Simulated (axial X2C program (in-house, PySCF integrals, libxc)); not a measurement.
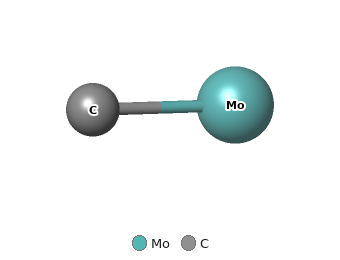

The molecule at the reference distance of 1.652 Å.

# Relativistic diatomic calculation, with input and output: MoC

MoC, single determinant with Ω = 1. The distance is the PBE0 minimum at charge 0. Computed at this level: expectation values, HF and Kohn-Sham, two-component X2C with atomic mean-field Coulomb and Gaunt terms, Mo dyall-cv3z, C dyall-v3z (cores contracted) (axial X2C program (in-house, PySCF integrals, libxc)).

### Results in brief

```
   quantity                                                                 value
    outcome                       converged; the levels of theory disagree widely
   hardware  1 thread of Arm Neoverse V2, 24 GiB of memory available, shared host
  wall time                                                                   2 s
peak memory                                                              0.34 GiB
```

### The input
```
{"zs": [42, 6], "q": 0, "bas": ["dyall-cv3z", "dyall-v3z"], "r0": 1.88, "levels": ["PBE0", "HF", "BP86", "PBE", "LDA"], "nst": 3}
```

The line is the task of a batch: nuclear charges, charge, bases, the levels to run, a first guess of the distance and further settings. This report covers the levels named above. The log is that of the reference distance, started from orbitals converged before.

The run was one of a batch that the task file lists, launched with:
```bash
python <driver script> task.json out
```

### The program's output
```
two-component X2C + atomic mean field  PBE0
basis functions 196  fitting functions 938  grid points 5074
iter        total energy     max residual
   1      -4084.480453956     1.95e-05
   2      -4084.480453953     5.80e-05
   3      -4084.480453980     6.48e-06
   4      -4084.480453984     3.54e-06
   5      -4084.480453986     1.66e-06
   6      -4084.480453987     1.07e-06
converged
one-electron -5793.95869555  Coulomb 1760.48531097  exact exchange -31.91421769  xc functional -97.91457474  nuclear repulsion 80.72194743  atomic mean-field constant -1.90022441
```

### Expectation values by level of theory

```csv
quantity,PBE0,HF,BP86,PBE,LDA
effective field for an electron dipole moment (GV/cm),−0.805,−0.734,−0.779,−0.756,−0.541
field gradient at the first nucleus (a.u.),−0.478,−0.470,−0.868,−0.857,−1.09
field gradient at the second nucleus (a.u.),−0.104,−0.0170,−0.115,−0.113,−0.141
"A∥/gI, first nucleus (MHz)",−776,−526,−644,−658,−529
"A∥/gI, second nucleus (MHz)",−52.7,−170,−50.9,−50.5,−47.4
```

Each column comes from one determinant with 2 or more unpaired spinors, which can mix states, in a basis with contracted cores. The levels disagree widely: A∥/gI at the second nucleus runs from −170 to −47.4 MHz and the field gradient at the first nucleus runs from −1.09 to −0.470 a.u. They may not all have settled in the same state, and these values aren't reliable properties of the molecule.

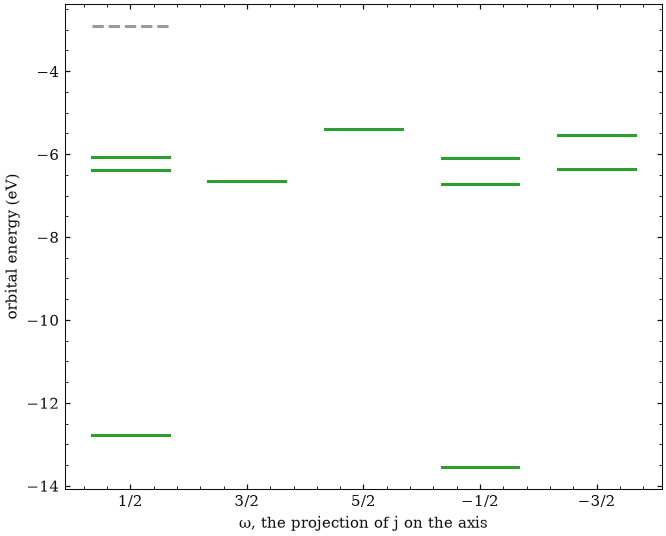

Orbital energies (PBE0) near the frontier at 1.65 Å, filled (solid) and empty (dashed). The highest filled spinor (5/2; 99 % Mo d) lies at −5.39 eV, the lowest empty one (1/2; 52 % Mo s, 25 % Mo p) at −2.91 eV.
